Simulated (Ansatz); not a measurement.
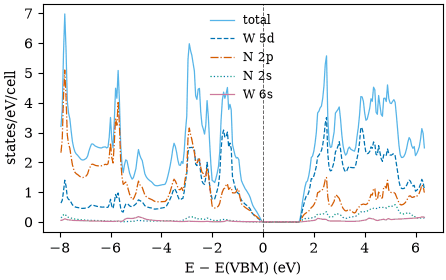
Fig. 1. Total and projected density of states of WN2 in space group P6_3/mmc (No. 194; W on 2d, N on 4e), the program Ansatz at the LDA level (PAW)

Q: Which orbitals carry the states next to the gap?

A: Top 1 eV of the valence band: W 5d 51 %, N 2p 46 %. Bottom 1 eV of the conduction band: W 5d 63 %, N 2p 25 %, N 2s 7 %. Projections are on Löwdin-orthogonalised atomic valence shells; empty p or d shells of many metals are not among them.

The first step of the workflow began from a Materials Project structure, measured or hypothetical; the Crystallography Open Database copy checked does not list it. Its standing as an ambient phase is unchecked. The LDA relaxation kept the symmetry of its start; its stability against distortions is not shown here. No spin polarisation was allowed. Scalar-relativistic: spin–orbit coupling is off unless named, which matters more the heavier the elements.

Potentials: the later of the program's two PAW sets.
